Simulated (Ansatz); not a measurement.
Run report: BNH5F, molecular dynamics (part 1 of 3)

The run: molecular dynamics of BNH5F. Method and program: RKS PBE/def2-TZVP (Ansatz 0.2.0).

It belongs to a series of runs on one base structure; here: dynamics from the highest image of the converged band. Figures and captions count atoms from 1; the log counts them from 0 in places.

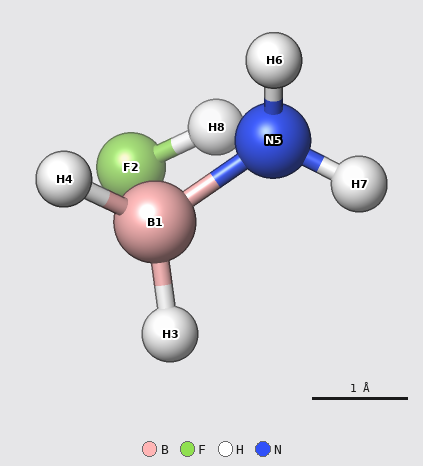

The structure as given in the input (ball-and-stick view, seen at an oblique angle; atoms are numbered from 1 in the order of the input). Bond lengths as drawn: B–H 1.20 Å, B–N 1.51 Å, F–H 1.09 Å and H–N 1.02 Å.

### Summary

- outcome: finished
- mean temperature over the second half: 539 K
- trajectory: 200 steps, 100 fs
- ensemble: nve
- temperature in the input: 100.0 K
- time step: 0.5 fs
- potential energy (last step): −4961.8581 eV
- mean-field energy (last step): −4961.8581 eV
- largest force (length of the vector) (last step): 1.860 eV/Å
- hardware: 4 threads of Arm Neoverse V2, 24 GiB of memory available, shared host
- wall time: 1.9 min (CPU time 7 min)
- peak memory: 0.17 GiB

### Remarks

So short a trajectory is not equilibrated.

### Input file
```yaml
crystal:
  periodic: [false, false, false]
  atoms:
    - { symbol: B, position_ang: [0.03971, -0.403548, -0.042543] }
    - { symbol: F, position_ang: [-0.29134, 0.278738, 1.640981] }
    - { symbol: H, position_ang: [1.069099, 0.133541, -0.340396] }
    - { symbol: H, position_ang: [-0.986816, -0.177014, -0.618973] }
    - { symbol: "N", position_ang: [0.147508, -1.747089, 0.638275] }
    - { symbol: H, position_ang: [-0.583723, -2.434669, 0.472834] }
    - { symbol: H, position_ang: [1.062346, -2.187255, 0.704064] }
    - { symbol: H, position_ang: [-0.133183, -0.802202, 1.643758] }
basis:
  gaussian: { orbitals: def2-TZVP }
hamiltonian:
  xc: pbe
md:
  timestep: 0.5
  n_steps: 200
  ensemble: nve
  temperature: 100.0
  initial_velocities: maxwell_boltzmann
  seed: 10889
```

Launch command:
```bash
ansatz run input.yaml --threads 4 --pin off --max-ram 5120MiB --backend cpu --events-out ev --progress --plain --runs-dir out
```

### Output
```
Engine: ansatz 0.2.0, aarch64-unknown-linux-gnu
Functional definition: PBE
  parameter kappa = 0.804
  parameter beta = 0.06672455060314922
  exchange = pbe_x(kappa = kappa, mu = beta*pi^2/3)
  correlation = pbe_c(beta = beta)
700 factors; their error is unknown
mean field evaluation 1: about -4953.3897 eV, gradient 6.5e1 eV
mean field evaluation 2: about -4936.6873 eV, gradient 1.0e2 eV
mean field evaluation 4: about -4961.3617 eV, gradient 1.1e1 eV
mean field evaluation 8: about -4961.5195 eV, gradient 3.2e-1 eV
mean field evaluation 16: about -4961.5197 eV, gradient 8.0e-6 eV
mean field -4961.51968249 eV, -182.3324852927 hartree, gradient 8.0e-6 eV, S^2 0.000000; 0 other end points of the search recorded, 0 dependent functions left out
the calculation of the forces begins
reference -4961.51971796 eV, -182.3324865962 hartree; 13, 13 occupied and 110, 110 virtual orbitals, 700 factors
md step     0: t =     0.00 fs  T =   100.0 K  F+E_penalty+E_count = -4961.51968249 eV  E_kin = 0.077556 eV  conserved = -4961.44212649 eV  (26 SCF iters)
these checks for a lower state are left out or cut short: starts, cluster_reference, orbital_swaps, neighbouring_geometries, increment
700 factors; their error is unknown
mean field -4961.51747055 eV, -182.3324040055 hartree, gradient 8.6e-6 eV, S^2 0.000000; 0 other end points of the search recorded, 0 dependent functions left out
the calculation of the forces begins
reference -4961.51750601 eV, -182.3324053084 hartree; 13, 13 occupied and 110, 110 virtual orbitals, 700 factors
md step     1: t =     0.50 fs  T =    97.2 K  F+E_penalty+E_count = -4961.51747055 eV  E_kin = 0.075381 eV  conserved = -4961.44208966 eV  (32 SCF iters)
[... from here on the SCF iterations and repeated set-up lines of each step are left out, up to the last step ...]
md step     2: t =     1.00 fs  T =    89.9 K  F+E_penalty+E_count = -4961.51169702 eV  E_kin = 0.069702 eV  conserved = -4961.44199533 eV  (32 SCF iters)
md step     3: t =     1.50 fs  T =    79.9 K  F+E_penalty+E_count = -4961.50384173 eV  E_kin = 0.061963 eV  conserved = -4961.44187873 eV  (32 SCF iters)
md step     4: t =     2.00 fs  T =    69.6 K  F+E_penalty+E_count = -4961.49574179 eV  E_kin = 0.053964 eV  conserved = -4961.44177740 eV  (32 SCF iters)
md step     5: t =     2.50 fs  T =    61.0 K  F+E_penalty+E_count = -4961.48899785 eV  E_kin = 0.047278 eV  conserved = -4961.44171975 eV  (32 SCF iters)
md step     6: t =     3.00 fs  T =    55.2 K  F+E_penalty+E_count = -4961.48452194 eV  E_kin = 0.042804 eV  conserved = -4961.44171816 eV  (32 SCF iters)
md step     7: t =     3.50 fs  T =    52.3 K  F+E_penalty+E_count = -4961.48234080 eV  E_kin = 0.040574 eV  conserved = -4961.44176658 eV  (32 SCF iters)
md step     8: t =     4.00 fs  T =    51.4 K  F+E_penalty+E_count = -4961.48169546 eV  E_kin = 0.039853 eV  conserved = -4961.44184222 eV  (32 SCF iters)
md step     9: t =     4.50 fs  T =    50.9 K  F+E_penalty+E_count = -4961.48140752 eV  E_kin = 0.039496 eV  conserved = -4961.44191155 eV  (32 SCF iters)
md step    10: t =     5.00 fs  T =    49.6 K  F+E_penalty+E_count = -4961.48040928 eV  E_kin = 0.038468 eV  conserved = -4961.44194143 eV  (32 SCF iters)
md step    11: t =     5.50 fs  T =    46.9 K  F+E_penalty+E_count = -4961.47825682 eV  E_kin = 0.036343 eV  conserved = -4961.44191391 eV  (32 SCF iters)
md step    12: t =     6.00 fs  T =    43.3 K  F+E_penalty+E_count = -4961.47539507 eV  E_kin = 0.033556 eV  conserved = -4961.44183907 eV  (32 SCF iters)
md step    13: t =     6.50 fs  T =    40.3 K  F+E_penalty+E_count = -4961.47298605 eV  E_kin = 0.031230 eV  conserved = -4961.44175593 eV  (32 SCF iters)
md step    14: t =     7.00 fs  T =    39.4 K  F+E_penalty+E_count = -4961.47230247 eV  E_kin = 0.030588 eV  conserved = -4961.44171432 eV  (32 SCF iters)
md step    15: t =     7.50 fs  T =    41.5 K  F+E_penalty+E_count = -4961.47396929 eV  E_kin = 0.032224 eV  conserved = -4961.44174482 eV  (32 SCF iters)
md step    16: t =     8.00 fs  T =    46.0 K  F+E_penalty+E_count = -4961.47750369 eV  E_kin = 0.035666 eV  conserved = -4961.44183761 eV  (48 SCF iters)
md step    17: t =     8.50 fs  T =    51.0 K  F+E_penalty+E_count = -4961.48146425 eV  E_kin = 0.039517 eV  conserved = -4961.44194771 eV  (32 SCF iters)
md step    18: t =     9.00 fs  T =    54.3 K  F+E_penalty+E_count = -4961.48413230 eV  E_kin = 0.042110 eV  conserved = -4961.44202260 eV  (32 SCF iters)
md step    19: t =     9.50 fs  T =    54.5 K  F+E_penalty+E_count = -4961.48431653 eV  E_kin = 0.042286 eV  conserved = -4961.44203102 eV  (32 SCF iters)
md step    20: t =    10.00 fs  T =    51.4 K  F+E_penalty+E_count = -4961.48184756 eV  E_kin = 0.039873 eV  conserved = -4961.44197407 eV  (32 SCF iters)
md step    21: t =    10.50 fs  T =    46.0 K  F+E_penalty+E_count = -4961.47757544 eV  E_kin = 0.035696 eV  conserved = -4961.44187906 eV  (32 SCF iters)
md step    22: t =    11.00 fs  T =    40.2 K  F+E_penalty+E_count = -4961.47296027 eV  E_kin = 0.031177 eV  conserved = -4961.44178293 eV  (32 SCF iters)
md step    23: t =    11.50 fs  T =    35.8 K  F+E_penalty+E_count = -4961.46949836 eV  E_kin = 0.027781 eV  conserved = -4961.44171747 eV  (32 SCF iters)
md step    24: t =    12.00 fs  T =    34.2 K  F+E_penalty+E_count = -4961.46821794 eV  E_kin = 0.026518 eV  conserved = -4961.44170039 eV  (33 SCF iters)
md step    25: t =    12.50 fs  T =    35.7 K  F+E_penalty+E_count = -4961.46939223 eV  E_kin = 0.027660 eV  conserved = -4961.44173258 eV  (33 SCF iters)
md step    26: t =    13.00 fs  T =    39.6 K  F+E_penalty+E_count = -4961.47252063 eV  E_kin = 0.030721 eV  conserved = -4961.44179984 eV  (33 SCF iters)
md step    27: t =    13.50 fs  T =    44.7 K  F+E_penalty+E_count = -4961.47655510 eV  E_kin = 0.034678 eV  conserved = -4961.44187697 eV  (32 SCF iters)
md step    28: t =    14.00 fs  T =    49.5 K  F+E_penalty+E_count = -4961.48030216 eV  E_kin = 0.038368 eV  conserved = -4961.44193460 eV  (32 SCF iters)
md step    29: t =    14.50 fs  T =    52.8 K  F+E_penalty+E_count = -4961.48288821 eV  E_kin = 0.040940 eV  conserved = -4961.44194855 eV  (32 SCF iters)
md step    30: t =    15.00 fs  T =    54.4 K  F+E_penalty+E_count = -4961.48413260 eV  E_kin = 0.042221 eV  conserved = -4961.44191134 eV  (32 SCF iters)
md step    31: t =    15.50 fs  T =    55.2 K  F+E_penalty+E_count = -4961.48464969 eV  E_kin = 0.042808 eV  conserved = -4961.44184134 eV  (32 SCF iters)
md step    32: t =    16.00 fs  T =    56.4 K  F+E_penalty+E_count = -4961.48555531 eV  E_kin = 0.043776 eV  conserved = -4961.44177914 eV  (32 SCF iters)
md step    33: t =    16.50 fs  T =    59.4 K  F+E_penalty+E_count = -4961.48783794 eV  E_kin = 0.046069 eV  conserved = -4961.44176896 eV  (32 SCF iters)
md step    34: t =    17.00 fs  T =    64.3 K  F+E_penalty+E_count = -4961.49168927 eV  E_kin = 0.049858 eV  conserved = -4961.44183121 eV  (32 SCF iters)
md step    35: t =    17.50 fs  T =    70.0 K  F+E_penalty+E_count = -4961.49620379 eV  E_kin = 0.054258 eV  conserved = -4961.44194572 eV  (32 SCF iters)
md step    36: t =    18.00 fs  T =    74.3 K  F+E_penalty+E_count = -4961.49969024 eV  E_kin = 0.057630 eV  conserved = -4961.44206003 eV  (32 SCF iters)
md step    37: t =    18.50 fs  T =    75.2 K  F+E_penalty+E_count = -4961.50046915 eV  E_kin = 0.058352 eV  conserved = -4961.44211748 eV  (31 SCF iters)
md step    38: t =    19.00 fs  T =    71.8 K  F+E_penalty+E_count = -4961.49773509 eV  E_kin = 0.055649 eV  conserved = -4961.44208613 eV  (32 SCF iters)
md step    39: t =    19.50 fs  T =    64.6 K  F+E_penalty+E_count = -4961.49204573 eV  E_kin = 0.050073 eV  conserved = -4961.44197230 eV  (32 SCF iters)
md step    40: t =    20.00 fs  T =    56.0 K  F+E_penalty+E_count = -4961.48522324 eV  E_kin = 0.043407 eV  conserved = -4961.44181611 eV  (32 SCF iters)
md step    41: t =    20.50 fs  T =    49.1 K  F+E_penalty+E_count = -4961.47973177 eV  E_kin = 0.038057 eV  conserved = -4961.44167459 eV  (32 SCF iters)
md step    42: t =    21.00 fs  T =    46.7 K  F+E_penalty+E_count = -4961.47779186 eV  E_kin = 0.036192 eV  conserved = -4961.44159991 eV  (32 SCF iters)
md step    43: t =    21.50 fs  T =    50.2 K  F+E_penalty+E_count = -4961.48057062 eV  E_kin = 0.038950 eV  conserved = -4961.44162054 eV  (32 SCF iters)
md step    44: t =    22.00 fs  T =    59.3 K  F+E_penalty+E_count = -4961.48774474 eV  E_kin = 0.046014 eV  conserved = -4961.44173051 eV  (32 SCF iters)
md step    45: t =    22.50 fs  T =    71.8 K  F+E_penalty+E_count = -4961.49759337 eV  E_kin = 0.055700 eV  conserved = -4961.44189298 eV  (32 SCF iters)
md step    46: t =    23.00 fs  T =    84.5 K  F+E_penalty+E_count = -4961.50757345 eV  E_kin = 0.065520 eV  conserved = -4961.44205359 eV  (48 SCF iters)
md step    47: t =    23.50 fs  T =    94.1 K  F+E_penalty+E_count = -4961.51516598 eV  E_kin = 0.073006 eV  conserved = -4961.44215966 eV  (32 SCF iters)
md step    48: t =    24.00 fs  T =    98.7 K  F+E_penalty+E_count = -4961.51870277 eV  E_kin = 0.076526 eV  conserved = -4961.44217670 eV  (32 SCF iters)
md step    49: t =    24.50 fs  T =    97.7 K  F+E_penalty+E_count = -4961.51790502 eV  E_kin = 0.075804 eV  conserved = -4961.44210078 eV  (32 SCF iters)
md step    50: t =    25.00 fs  T =    92.8 K  F+E_penalty+E_count = -4961.51394016 eV  E_kin = 0.071978 eV  conserved = -4961.44196241 eV  (32 SCF iters)
md step    51: t =    25.50 fs  T =    86.6 K  F+E_penalty+E_count = -4961.50894315 eV  E_kin = 0.067126 eV  conserved = -4961.44181702 eV  (32 SCF iters)
md step    52: t =    26.00 fs  T =    81.8 K  F+E_penalty+E_count = -4961.50516058 eV  E_kin = 0.063440 eV  conserved = -4961.44172050 eV  (32 SCF iters)
md step    53: t =    26.50 fs  T =    80.4 K  F+E_penalty+E_count = -4961.50409337 eV  E_kin = 0.062392 eV  conserved = -4961.44170123 eV  (32 SCF iters)
md step    54: t =    27.00 fs  T =    82.9 K  F+E_penalty+E_count = -4961.50606025 eV  E_kin = 0.064313 eV  conserved = -4961.44174680 eV  (32 SCF iters)
md step    55: t =    27.50 fs  T =    88.4 K  F+E_penalty+E_count = -4961.51037636 eV  E_kin = 0.068560 eV  conserved = -4961.44181674 eV  (32 SCF iters)
md step    56: t =    28.00 fs  T =    95.5 K  F+E_penalty+E_count = -4961.51596091 eV  E_kin = 0.074090 eV  conserved = -4961.44187103 eV  (32 SCF iters)
md step    57: t =    28.50 fs  T =   103.2 K  F+E_penalty+E_count = -4961.52195044 eV  E_kin = 0.080057 eV  conserved = -4961.44189353 eV  (32 SCF iters)
md step    58: t =    29.00 fs  T =   111.0 K  F+E_penalty+E_count = -4961.52796505 eV  E_kin = 0.086069 eV  conserved = -4961.44189566 eV  (32 SCF iters)
md step    59: t =    29.50 fs  T =   118.7 K  F+E_penalty+E_count = -4961.53395623 eV  E_kin = 0.092053 eV  conserved = -4961.44190358 eV  (32 SCF iters)
md step    60: t =    30.00 fs  T =   126.2 K  F+E_penalty+E_count = -4961.53982818 eV  E_kin = 0.097890 eV  conserved = -4961.44193804 eV  (31 SCF iters)
md step    61: t =    30.50 fs  T =   133.0 K  F+E_penalty+E_count = -4961.54513181 eV  E_kin = 0.103133 eV  conserved = -4961.44199892 eV  (31 SCF iters)
md step    62: t =    31.00 fs  T =   138.0 K  F+E_penalty+E_count = -4961.54906449 eV  E_kin = 0.107003 eV  conserved = -4961.44206178 eV  (31 SCF iters)
md step    63: t =    31.50 fs  T =   140.2 K  F+E_penalty+E_count = -4961.55083089 eV  E_kin = 0.108742 eV  conserved = -4961.44208841 eV  (32 SCF iters)
md step    64: t =    32.00 fs  T =   139.5 K  F+E_penalty+E_count = -4961.55020187 eV  E_kin = 0.108153 eV  conserved = -4961.44204898 eV  (32 SCF iters)
md step    65: t =    32.50 fs  T =   136.7 K  F+E_penalty+E_count = -4961.54793329 eV  E_kin = 0.105987 eV  conserved = -4961.44194661 eV  (31 SCF iters)
md step    66: t =    33.00 fs  T =   133.9 K  F+E_penalty+E_count = -4961.54569339 eV  E_kin = 0.103869 eV  conserved = -4961.44182428 eV  (31 SCF iters)
md step    67: t =    33.50 fs  T =   133.7 K  F+E_penalty+E_count = -4961.54540959 eV  E_kin = 0.103667 eV  conserved = -4961.44174229 eV  (31 SCF iters)
md step    68: t =    34.00 fs  T =   137.5 K  F+E_penalty+E_count = -4961.54837379 eV  E_kin = 0.106636 eV  conserved = -4961.44173820 eV  (31 SCF iters)
md step    69: t =    34.50 fs  T =   145.5 K  F+E_penalty+E_count = -4961.55467688 eV  E_kin = 0.112871 eV  conserved = -4961.44180539 eV  (31 SCF iters)
md step    70: t =    35.00 fs  T =   156.5 K  F+E_penalty+E_count = -4961.56328341 eV  E_kin = 0.121376 eV  conserved = -4961.44190790 eV  (31 SCF iters)
md step    71: t =    35.50 fs  T =   168.3 K  F+E_penalty+E_count = -4961.57255171 eV  E_kin = 0.130542 eV  conserved = -4961.44200980 eV  (31 SCF iters)
md step    72: t =    36.00 fs  T =   178.8 K  F+E_penalty+E_count = -4961.58079155 eV  E_kin = 0.138704 eV  conserved = -4961.44208775 eV  (31 SCF iters)
md step    73: t =    36.50 fs  T =   186.4 K  F+E_penalty+E_count = -4961.58666443 eV  E_kin = 0.144539 eV  conserved = -4961.44212519 eV  (31 SCF iters)
md step    74: t =    37.00 fs  T =   190.0 K  F+E_penalty+E_count = -4961.58948071 eV  E_kin = 0.147373 eV  conserved = -4961.44210741 eV  (31 SCF iters)
md step    75: t =    37.50 fs  T =   190.1 K  F+E_penalty+E_count = -4961.58943913 eV  E_kin = 0.147410 eV  conserved = -4961.44202961 eV  (31 SCF iters)
md step    76: t =    38.00 fs  T =   188.0 K  F+E_penalty+E_count = -4961.58770205 eV  E_kin = 0.145797 eV  conserved = -4961.44190529 eV  (31 SCF iters)
md step    77: t =    38.50 fs  T =   186.2 K  F+E_penalty+E_count = -4961.58617829 eV  E_kin = 0.144411 eV  conserved = -4961.44176683 eV  (47 SCF iters)
md step    78: t =    39.00 fs  T =   187.4 K  F+E_penalty+E_count = -4961.58701239 eV  E_kin = 0.145357 eV  conserved = -4961.44165565 eV  (31 SCF iters)
md step    79: t =    39.50 fs  T =   193.8 K  F+E_penalty+E_count = -4961.59193198 eV  E_kin = 0.150323 eV  conserved = -4961.44160872 eV  (31 SCF iters)
md step    80: t =    40.00 fs  T =   206.3 K  F+E_penalty+E_count = -4961.60166259 eV  E_kin = 0.160014 eV  conserved = -4961.44164848 eV  (31 SCF iters)
md step    81: t =    40.50 fs  T =   224.1 K  F+E_penalty+E_count = -4961.61557732 eV  E_kin = 0.173800 eV  conserved = -4961.44177695 eV  (31 SCF iters)
md step    82: t =    41.00 fs  T =   244.6 K  F+E_penalty+E_count = -4961.63168133 eV  E_kin = 0.189709 eV  conserved = -4961.44197230 eV  (31 SCF iters)
md step    83: t =    41.50 fs  T =   264.1 K  F+E_penalty+E_count = -4961.64698620 eV  E_kin = 0.204800 eV  conserved = -4961.44218593 eV  (31 SCF iters)
md step    84: t =    42.00 fs  T =   278.5 K  F+E_penalty+E_count = -4961.65830283 eV  E_kin = 0.215958 eV  conserved = -4961.44234518 eV  (31 SCF iters)
md step    85: t =    42.50 fs  T =   285.0 K  F+E_penalty+E_count = -4961.66338666 eV  E_kin = 0.221017 eV  conserved = -4961.44236977 eV  (31 SCF iters)
md step    86: t =    43.00 fs  T =   283.6 K  F+E_penalty+E_count = -4961.66213847 eV  E_kin = 0.219926 eV  conserved = -4961.44221273 eV  (31 SCF iters)
```
